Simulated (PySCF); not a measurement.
## What a change does: NMR shielding calculation on CH$_{7}$BN$_{2}$

System: CH$_{7}$BN$_{2}$.
Method of the first run: GIAO PBE0/6-31G NMR shielding, non-relativistic, gas phase (PySCF 2.14.0).

The geometry comes from this level: PBE0-D3(BJ)/def2-SVP. Text and figures count atoms from 1; the logs count them from 0 in places.

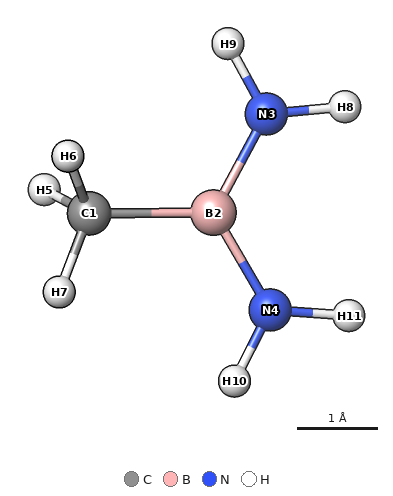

The structure as given in the input (ball-and-stick view, seen at a tilt; atoms are numbered from 1 in the order of the input). Bond lengths as drawn: B–C 1.59 Å, B–N 1.42 Å, C–H 1.10 Å and H–N 1.01 Å.

**Input, the first run**
```
{"job": {"kind": "nmr", "xc": "PBE0", "basis": "6-31G", "pop": true}, "charge": 0, "multiplicity": 1}
C     -1.094112    -0.834129    -0.083525
B      0.168020     0.127628     0.000710
N      1.419571    -0.400042     0.411127
N      0.032264     1.502349    -0.317717
H     -1.416860    -1.137586     0.926759
H     -0.859753    -1.761229    -0.631962
H     -1.960416    -0.367775    -0.577658
H      2.265185     0.145016     0.500821
H      1.544297    -1.375134     0.637712
H     -0.845513     1.901557    -0.613699
H      0.785016     2.174275    -0.269107
```

The first line tells a small driver script what to run in PySCF; the rest is the geometry in Å.

Launched with:
```bash
OMP_NUM_THREADS=1 python <driver script> task.json out
```

Hardware: 1 CPU thread, shared host.

**Output (the first run)**
```
coarse grid: 8640 points
cycle   1  E = -176.4707016816  dE =  2.914e-01  |g| = 5.564e-01  |ddm| = 2.848e+00
cycle   2  E = -176.4548193397  dE =  1.588e-02  |g| = 6.240e-01  |ddm| = 9.716e-01
cycle   3  E = -176.5460721518  dE = -9.125e-02  |g| = 3.871e-02  |ddm| = 5.014e-01
cycle   4  E = -176.5463964434  dE = -3.243e-04  |g| = 1.609e-02  |ddm| = 4.728e-02
cycle   5  E = -176.5464613679  dE = -6.492e-05  |g| = 3.004e-03  |ddm| = 1.440e-02
cycle   6  E = -176.5464638546  dE = -2.487e-06  |g| = 3.699e-04  |ddm| = 3.222e-03
final grid: 82008 points
cycle   7  E = -176.5110959338  dE = -7.456e-06  |g| = 8.287e-03  |ddm| = 1.505e-02
cycle   8  E = -176.5110899464  dE =  5.987e-06  |g| = 9.937e-03  |ddm| = 1.356e-02
cycle   9  E = -176.5111119801  dE = -2.203e-05  |g| = 4.675e-04  |ddm| = 7.004e-03
cycle  10  E = -176.5111120386  dE = -5.849e-08  |g| = 9.157e-05  |ddm| = 4.758e-04
cycle  11  E = -176.5111120404  dE = -1.800e-09  |g| = 2.695e-05  |ddm| = 8.808e-05
cycle  12  E = -176.5111120406  dE = -2.128e-10  |g| = 2.315e-06  |ddm| = 2.996e-05
converged SCF energy = -176.5111120406

GIAO shielding tensors (ppm)
atom      isotropic    diamagn.    paramagn.     s11        s22        s33       span
  0 C      196.096     249.479     -53.383    189.266    194.686    204.336     15.071
  1 B       93.043     190.890     -97.847     74.989     75.830    128.309     53.321
  2 N      211.601     321.287    -109.686    164.422    220.136    250.245     85.824
  3 N      207.773     321.099    -113.326    161.242    214.148    247.930     86.688
  4 H       32.146      30.137       2.009     28.480     29.723     38.233      9.753
  5 H       32.282      30.390       1.892     28.219     30.351     38.275     10.055
  6 H       32.675      30.834       1.841     28.481     31.015     38.528     10.047
  7 H       31.181      31.230      -0.049     25.222     27.780     40.541     15.319
  8 H       31.032      31.323      -0.292     24.843     28.888     39.364     14.520
  9 H       30.905      31.263      -0.358     24.717     28.698     39.300     14.583
 10 H       31.208      31.198       0.009     25.257     27.805     40.561     15.305
```

For the second run the input was changed thus:
```diff
-"basis": "6-31G"
+"basis": "STO-3G"
```

What does this change do to the results?

The total energy of the second run is 1369.2 kcal/mol higher, which measures the change of basis and not a stability. The HOMO goes from −6.27 to −3.81 eV. The LUMO goes from 2.57 to 6.17 eV. The dipole moment goes from 1.22 to 1.34 D. Of all shieldings, the largest change is that of N4, by +58.9 ppm. The SCF takes 10 iterations against 12. The basis functions go from 50 to 27.

**Output (the second run)**
```
coarse grid: 8640 points
cycle   1  E = -174.2702027757  dE =  3.615e-01  |g| = 4.667e-01  |ddm| = 3.934e+00
cycle   2  E = -174.2973538293  dE = -2.715e-02  |g| = 3.763e-01  |ddm| = 1.056e+00
cycle   3  E = -174.3384351147  dE = -4.108e-02  |g| = 3.754e-02  |ddm| = 4.777e-01
cycle   4  E = -174.3389358611  dE = -5.007e-04  |g| = 5.143e-03  |ddm| = 5.977e-02
cycle   5  E = -174.3389430626  dE = -7.202e-06  |g| = 2.053e-03  |ddm| = 8.628e-03
final grid: 82008 points
cycle   6  E = -174.3291949013  dE = -1.004e-05  |g| = 3.506e-03  |ddm| = 1.331e-02
cycle   7  E = -174.3291965730  dE = -1.672e-06  |g| = 2.779e-03  |ddm| = 7.931e-03
cycle   8  E = -174.3291988112  dE = -2.238e-06  |g| = 2.784e-04  |ddm| = 3.539e-03
cycle   9  E = -174.3291988401  dE = -2.897e-08  |g| = 3.527e-05  |ddm| = 4.454e-04
cycle  10  E = -174.3291988404  dE = -3.080e-10  |g| = 1.594e-05  |ddm| = 5.865e-05
converged SCF energy = -174.3291988404

GIAO shielding tensors (ppm)
atom      isotropic    diamagn.    paramagn.     s11        s22        s33       span
  0 C      226.816     245.019     -18.202    224.995    225.901    229.553      4.558
  1 B      103.066     198.336     -95.270     86.827     87.801    134.569     47.742
  2 N      267.890     312.141     -44.251    240.004    279.760    283.907     43.903
  3 N      266.690     312.134     -45.445    239.316    276.584    284.169     44.854
  4 H       32.333      30.514       1.819     28.024     29.243     39.734     11.710
  5 H       32.327      30.678       1.650     27.530     29.841     39.611     12.081
  6 H       32.442      30.969       1.473     27.361     30.404     39.561     12.200
  7 H       30.786      30.677       0.109     24.031     28.130     40.197     16.166
  8 H       30.646      30.817      -0.171     23.637     29.130     39.172     15.535
  9 H       30.565      30.840      -0.275     23.624     28.978     39.094     15.471
 10 H       30.758      30.653       0.105     23.932     28.101     40.241     16.309
```

**The two runs side by side**

| quantity | the first run | the second run |
| --- | --- | --- |
| outcome | converged | converged |
| total energy (hartree) | −176.511112 | −174.329199 |
| HOMO (eV) | −6.27 | −3.81 |
| LUMO (eV) | 2.57 | 6.17 |
| dipole moment (D) | 1.22 | 1.34 |
| shielding of C1 (ppm) | 196.1 | 226.8 |
| shielding of B2 (ppm) | 93.0 | 103.1 |
| shielding of N3 (ppm) | 211.6 | 267.9 |
| shielding of N4 (ppm) | 207.8 | 266.7 |
| shielding of H8 (ppm) | 31.2 | 30.8 |
| shielding of H9 (ppm) | 31.0 | 30.6 |
| shielding of H11 (ppm) | 31.2 | 30.8 |
| SCF iterations | 12 | 10 |
| basis functions | 50 | 27 |
| wall time (shared host) | 5.3 s | 2.6 s |
